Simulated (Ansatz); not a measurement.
**AlHBrF₃: nudged elastic band**

System: AlHBrF₃.
Method: RKS B3LYP/def2-SVP (Ansatz 0.2.0).

It belongs to a series of runs on one base structure; here: band between the two ends.

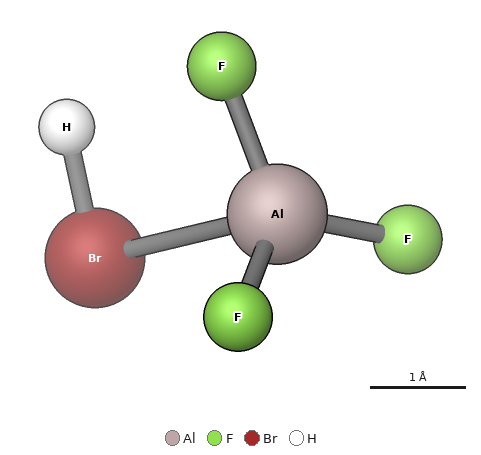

Figure 1. The starting structure (ball-and-stick view, seen at a tilt). Sticks mark near contacts. Bond lengths as drawn: Al–Br 2.70 Å, Al–F 1.66 to 1.67 Å and Br–H 1.44 Å.

### The input
```yaml
crystal:
  periodic: [false, false, false]
  atoms:
    - { symbol: Al, position_ang: [0.005088, 0.0215, 0.048884] }
    - { symbol: F, position_ang: [0.002229, 0.468063, 1.654474] }
    - { symbol: F, position_ang: [1.422133, 0.133952, -0.798756] }
    - { symbol: F, position_ang: [-1.427374, 0.049501, -0.779647] }
    - { symbol: Br, position_ang: [0.087303, -2.540642, 0.891691] }
    - { symbol: H, position_ang: [0.076321, -1.889774, 2.172255] }
basis:
  gaussian: { orbitals: def2-SVP }
hamiltonian:
  xc: b3lyp
neb:
  order_check: false
  images: 7
  f_tol: 0.05
  max_iterations: 39
  final_atoms:
    - { symbol: Al, position_ang: [0.01935471, -0.47883237, -0.09800028] }
    - { symbol: F, position_ang: [0.01758808, -0.01850941, 1.82285397] }
    - { symbol: F, position_ang: [1.42818583, 0.2116913, -0.62563888] }
    - { symbol: F, position_ang: [-1.4354882, 0.12680579, -0.60524365] }
    - { symbol: Br, position_ang: [0.08968783, -2.68886248, 0.52273684] }
    - { symbol: H, position_ang: [0.04637175, -0.90969283, 2.172193] }
  initial_path:
    images:
      - { positions_ang: [[0.005088, 0.0215, 0.048884], [0.002229, 0.468063, 1.654474], [1.422133, 0.133952, -0.798756], [-1.427374, 0.049501, -0.779647], [0.087303, -2.540642, 0.891691], [0.076321, -1.889774, 2.172255]] }
      - { positions_ang: [[0.0027894, 0.01835342, 0.03939277], [0.00199174, 0.34451228, 1.75350819], [1.43088569, 0.1079182, -0.80849406], [-1.43798519, 0.04138825, -0.79228481], [0.09611224, -2.54902434, 0.87397365], [0.07190612, -1.72054781, 2.12280526]] }
      - { positions_ang: [[0.0004908, 0.01520684, 0.02990153], [0.00175448, 0.22096155, 1.85254238], [1.43963838, 0.0818844, -0.81823212], [-1.44859638, 0.03327551, -0.80492261], [0.10492148, -2.55740667, 0.8562563], [0.06749124, -1.55132162, 2.07335552]] }
      - { positions_ang: [[-0.00180779, 0.01206025, 0.0204103], [0.00151721, 0.09741083, 1.95157657], [1.44839107, 0.0558506, -0.82797018], [-1.45920757, 0.02516276, -0.81756042], [0.11373072, -2.56578901, 0.83853896], [0.06307636, -1.38209543, 2.02390578]] }
      - { positions_ang: [[-0.00410639, 0.00891367, 0.01091906], [0.00127995, -0.02613989, 2.05061076], [1.45714376, 0.0298168, -0.83770824], [-1.46981876, 0.01705002, -0.83019823], [0.12253997, -2.57417135, 0.82082161], [0.05866148, -1.21286924, 1.97445603]] }
      - { positions_ang: [[0.00175888, -0.11302284, -0.01631077], [0.00535698, -0.02423227, 1.99367156], [1.44990428, 0.07528542, -0.7846909], [-1.46123612, 0.04448896, -0.77395959], [0.11432693, -2.60284413, 0.74630042], [0.05558905, -1.13707514, 2.02389027]] }
      - { positions_ang: [[0.00762416, -0.23495935, -0.04354061], [0.00943402, -0.02232465, 1.93673237], [1.4426648, 0.12075405, -0.73167356], [-1.45265348, 0.0719279, -0.71772094], [0.1061139, -2.63151691, 0.67177923], [0.05251661, -1.06128104, 2.07332452]] }
      - { positions_ang: [[0.01348943, -0.35689586, -0.07077044], [0.01351105, -0.02041703, 1.87979317], [1.43542532, 0.16622267, -0.67865622], [-1.44407084, 0.09936684, -0.6614823], [0.09790086, -2.66018969, 0.59725803], [0.04944418, -0.98548693, 2.12275876]] }
      - { positions_ang: [[0.01935471, -0.47883237, -0.09800028], [0.01758808, -0.01850941, 1.82285397], [1.42818583, 0.2116913, -0.62563888], [-1.4354882, 0.12680579, -0.60524365], [0.08968783, -2.68886248, 0.52273684], [0.04637175, -0.90969283, 2.172193]] }
```

Command:
```bash
ansatz run input.yaml --threads 2 --pin off --max-ram 3072MiB --backend cpu --events-out ev --progress --plain --runs-dir out
```

### Output
```
Engine: ansatz 0.2.0, x86_64-unknown-linux-gnu
Functional definition: B3LYP
  parameter a0 = 0.2
  parameter ax = 0.72
  parameter ac = 0.81
  exchange = (1 - a0 - ax)*slater_x + ax*b88_x + a0*exact_x
  correlation = (1 - ac)*vwn_rpa_c + ac*lyp_c
956 factors; integrals over basis functions are off by at most 3.4e-4 eV
mean field evaluation 1: about -84795.0327 eV, gradient 6.1e1 eV
mean field evaluation 2: about -84785.0316 eV, gradient 1.0e2 eV
mean field evaluation 4: about -84800.6795 eV, gradient 9.0e-1 eV
mean field evaluation 8: about -84800.6969 eV, gradient 1.8e-2 eV
mean field -84800.69686842 eV, -3116.3681299375 hartree, gradient 4.4e-5 eV, S^2 0.000000; 0 other end points of the search recorded, 0 dependent functions left out
the calculation of the forces begins
reference -84800.69711550 eV, -3116.3681390176 hartree; 38, 38 occupied and 59, 59 virtual orbitals, 956 factors
958 factors; integrals over basis functions are off by at most 1.5e-3 eV
mean field evaluation 16: about -84787.9761 eV, gradient 9.3e1 eV
mean field -84800.80197896 eV, -3116.3719926786 hartree, gradient 6.7e-5 eV, S^2 0.000000; 0 other end points of the search recorded, 0 dependent functions left out
[... from here on the field's lines of each further geometry are left out, up to the last ...]
NEB iter   1: max|band force component| = 2.637e0 eV/Å  barrier→ = 1.1294 eV  barrier← = 1.2345 eV  Δτ_max = 0.1967 Å  (227 SCF iters)
NEB iter   2: max|band force component| = 1.789e0 eV/Å  barrier→ = 0.5542 eV  barrier← = 0.6593 eV  Δτ_max = 0.2000 Å  (211 SCF iters)
NEB iter   3: max|band force component| = 3.733e0 eV/Å  barrier→ = 0.5821 eV  barrier← = 0.6872 eV  Δτ_max = 0.0997 Å  (202 SCF iters)
NEB iter   4: max|band force component| = 8.578e-1 eV/Å  barrier→ = 0.2028 eV  barrier← = 0.3079 eV  Δτ_max = 0.0912 Å  (197 SCF iters)
NEB iter   5: max|band force component| = 4.323e-1 eV/Å  barrier→ = 0.1566 eV  barrier← = 0.2617 eV  CI = image 4  Δτ_max = 0.0796 Å  (193 SCF iters)
NEB iter   6: max|band force component| = 4.239e-1 eV/Å  barrier→ = 0.1763 eV  barrier← = 0.2814 eV  CI = image 4  Δτ_max = 0.0350 Å  (196 SCF iters)
NEB iter   7: max|band force component| = 1.652e-1 eV/Å  barrier→ = 0.1669 eV  barrier← = 0.2720 eV  CI = image 4  Δτ_max = 0.0080 Å  (182 SCF iters)
NEB iter   8: max|band force component| = 1.006e-1 eV/Å  barrier→ = 0.1657 eV  barrier← = 0.2708 eV  CI = image 4  Δτ_max = 0.0094 Å  (176 SCF iters)
NEB iter   9: max|band force component| = 8.005e-2 eV/Å  barrier→ = 0.1642 eV  barrier← = 0.2693 eV  CI = image 4  Δτ_max = 0.0102 Å  (161 SCF iters)
NEB iter  10: max|band force component| = 6.684e-2 eV/Å  barrier→ = 0.1637 eV  barrier← = 0.2688 eV  CI = image 4  Δτ_max = 0.0045 Å  (173 SCF iters)
the calculation of the forces begins
reference -84800.78849252 eV, -3116.3714970613 hartree; 38, 38 occupied and 59, 59 virtual orbitals, 958 factors
956 factors; integrals over basis functions are off by at most 1.4e-3 eV
mean field evaluation 704: about -84800.5332 eV, gradient 4.5e-4 eV
mean field -84800.53318970 eV, -3116.3621148558 hartree, gradient 1.7e-5 eV, S^2 0.000000; 1 other end points of the search recorded, 0 dependent functions left out
the calculation of the forces begins
reference -84800.53343239 eV, -3116.3621237744 hartree; 38, 38 occupied and 59, 59 virtual orbitals, 956 factors
NEB iter  11: max|band force component| = 1.013e-2 eV/Å  barrier→ = 0.1637 eV  barrier← = 0.2688 eV  CI = image 4  Δτ_max = 0.0000 Å  (321 SCF iters)
```

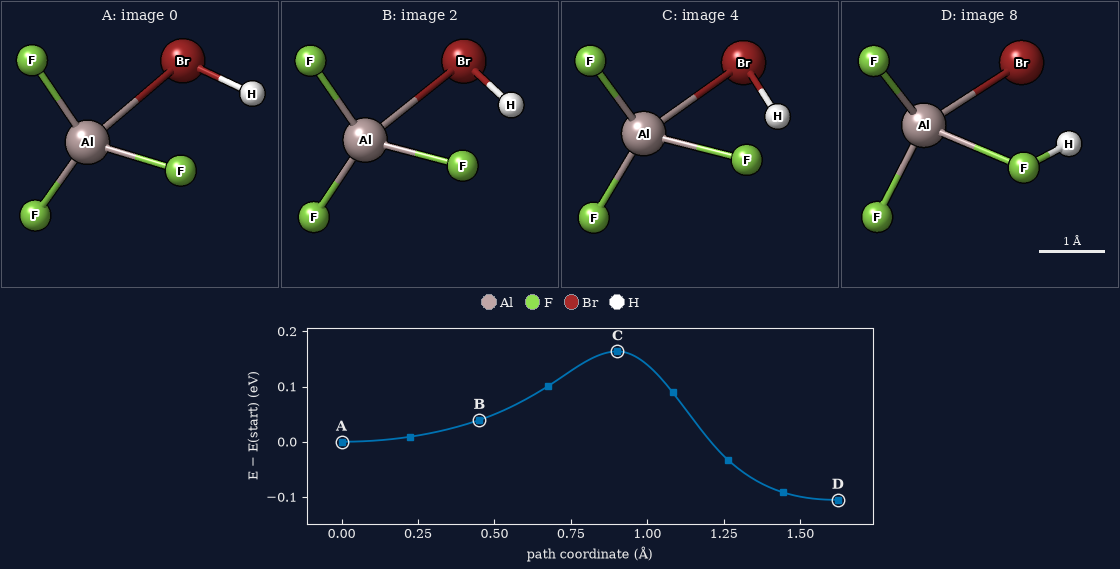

Figure 2. Images of the last band (counted from 0; ball-and-stick, seen at a tilt) above the energy along the path; the line is a cubic interpolation that uses the forces. The highest image is number 4, 0.164 eV above the start and 0.269 eV above the end (the climbing image); the end lies 0.105 eV below the start. The path is 1.62 Å long. The band converged in 11 iterations.

```
Total energy: -84800.53343239 eV, -3116.3621237744 hartree
Atom 0 at     0.012956    -0.239080     0.022798 Å, force     0.000810    -0.006493     0.000762 eV/Å
Atom 1 at     0.016584     0.050234     1.771324 Å, force     0.000058     0.002778     0.000384 eV/Å
Atom 2 at     1.438174     0.165690    -0.707767 Å, force     0.000429     0.002693    -0.000247 eV/Å
Atom 3 at    -1.442819     0.082996    -0.688353 Å, force    -0.001104     0.002725    -0.000254 eV/Å
Atom 4 at     0.085949    -2.566707     0.919264 Å, force     0.000155     0.000491     0.002466 eV/Å
Atom 5 at     0.054856    -1.250533     1.871635 Å, force    -0.000348    -0.002194    -0.003111 eV/Å
Dipole moment:     0.011648    -0.326637     0.338477 e Å
this run last wrote the band of iteration 11 to [file]
```

### The last band as extended XYZ (Å, eV, eV/Å)
```
6
Properties=species:S:1:pos:R:3:forces:R:3 image=0 energy=-84800.69687
Al    0.0051    0.0215    0.0489   -0.0008  -0.0041   0.0017
F     0.0022    0.4681    1.6545    0.0006   0.0023   0.0002
F     1.4221    0.1340   -0.7988   -0.0005  -0.0006   0.0006
F    -1.4274    0.0495   -0.7796    0.0009  -0.0010   0.0002
Br    0.0873   -2.5406    0.8917   -0.0002   0.0040  -0.0030
H     0.0763   -1.8898    2.1723    0.0000  -0.0005   0.0003
6
Properties=species:S:1:pos:R:3:forces:R:3 image=1 energy=-84800.68768
Al    0.0063   -0.0195    0.0547    0.0001   0.0190  -0.0018
F     0.0059    0.3652    1.6838   -0.0016   0.0374  -0.0083
F     1.4273    0.1378   -0.7772   -0.0021  -0.0021  -0.0103
F    -1.4323    0.0528   -0.7585    0.0019  -0.0018  -0.0098
Br    0.0875   -2.5676    0.9079   -0.0001   0.0054  -0.0106
H     0.0710   -1.7260    2.0782    0.0019  -0.0578   0.0409
6
Properties=species:S:1:pos:R:3:forces:R:3 image=2 energy=-84800.65739
Al    0.0078   -0.0677    0.0587    0.0014   0.0623   0.0070
F     0.0097    0.2653    1.7123   -0.0047   0.0915  -0.0227
F     1.4332    0.1425   -0.7514   -0.0048  -0.0087  -0.0224
F    -1.4380    0.0577   -0.7326    0.0037  -0.0081  -0.0213
Br    0.0880   -2.5854    0.9291   -0.0003  -0.0040  -0.0104
H     0.0650   -1.5697    1.9728    0.0047  -0.1331   0.0698
6
Properties=species:S:1:pos:R:3:forces:R:3 image=3 energy=-84800.59573
Al    0.0110   -0.1440    0.0511   -0.0102   0.1508   0.0410
F     0.0129    0.1555    1.7396   -0.0017   0.1715  -0.0545
F     1.4377    0.1521   -0.7277    0.0005  -0.0232  -0.0280
F    -1.4416    0.0704   -0.7063    0.0031  -0.0241  -0.0306
Br    0.0866   -2.5765    0.9400    0.0009  -0.0133   0.0386
H     0.0591   -1.4149    1.8922    0.0075  -0.2617   0.0335
6
Properties=species:S:1:pos:R:3:forces:R:3 image=4 energy=-84800.53319
Al    0.0130   -0.2391    0.0228    0.0008  -0.0065   0.0008
F     0.0166    0.0502    1.7713    0.0001   0.0028   0.0004
F     1.4382    0.1657   -0.7078    0.0004   0.0027  -0.0002
F    -1.4428    0.0830   -0.6884   -0.0011   0.0027  -0.0003
Br    0.0859   -2.5667    0.9193    0.0002   0.0005   0.0025
H     0.0549   -1.2505    1.8716   -0.0003  -0.0022  -0.0031
6
Properties=species:S:1:pos:R:3:forces:R:3 image=5 energy=-84800.60704
Al    0.0149   -0.3118   -0.0093    0.0093  -0.3134  -0.1420
F     0.0188   -0.0174    1.8052    0.0079  -0.2533   0.1210
F     1.4359    0.1845   -0.6905   -0.0028   0.0443   0.0460
F    -1.4411    0.1023   -0.6715    0.0000   0.0446   0.0461
Br    0.0857   -2.5825    0.8521    0.0000  -0.0502  -0.2145
H     0.0515   -1.1325    1.9028   -0.0144   0.5280   0.1433
6
Properties=species:S:1:pos:R:3:forces:R:3 image=6 energy=-84800.72910
Al    0.0168   -0.3870   -0.0474    0.0058  -0.2236  -0.1269
F     0.0191   -0.0403    1.8281    0.0013  -0.0321   0.0470
F     1.4312    0.2039   -0.6680   -0.0092   0.0184   0.0483
F    -1.4375    0.1206   -0.6490    0.0087   0.0187   0.0482
Br    0.0868   -2.6109    0.7521    0.0005  -0.0730  -0.2346
H     0.0493   -1.0438    1.9730   -0.0071   0.2916   0.2179
6
Properties=species:S:1:pos:R:3:forces:R:3 image=7 energy=-84800.78826
Al    0.0183   -0.4413   -0.0784    0.0011  -0.0584  -0.0322
F     0.0183   -0.0325    1.8305   -0.0003   0.0179  -0.0030
F     1.4286    0.2132   -0.6447   -0.0018  -0.0013   0.0166
F    -1.4354    0.1286   -0.6262    0.0024  -0.0015   0.0165
Br    0.0882   -2.6481    0.6381    0.0003  -0.0342  -0.0958
H     0.0478   -0.9773    2.0697   -0.0017   0.0776   0.0978
6
Properties=species:S:1:pos:R:3:forces:R:3 image=8 energy=-84800.80198
Al    0.0194   -0.4788   -0.0980   -0.0057  -0.0094   0.0101
F     0.0176   -0.0185    1.8229    0.0016  -0.0145  -0.0023
F     1.4282    0.2117   -0.6256    0.0083   0.0102  -0.0057
F    -1.4355    0.1268   -0.6052   -0.0040   0.0069  -0.0055
Br    0.0897   -2.6889    0.5227   -0.0002  -0.0005   0.0059
H     0.0464   -0.9097    2.1722   -0.0002   0.0073  -0.0024
```

### Results in brief

```json
{"quantity": "outcome", "value": "converged"}
{"quantity": "barrier, forward", "value": "0.164 eV"}
{"quantity": "barrier, backward", "value": "0.269 eV"}
{"quantity": "hardware", "value": "2 threads of Intel Xeon @ 2.50GHz (Skylake/Cascade Lake), 32 GiB of memory available, shared host"}
{"quantity": "wall time", "value": "5.6 min (CPU time 11 min)"}
{"quantity": "peak memory", "value": "0.24 GiB"}
```

The order of the saddle point was not checked.
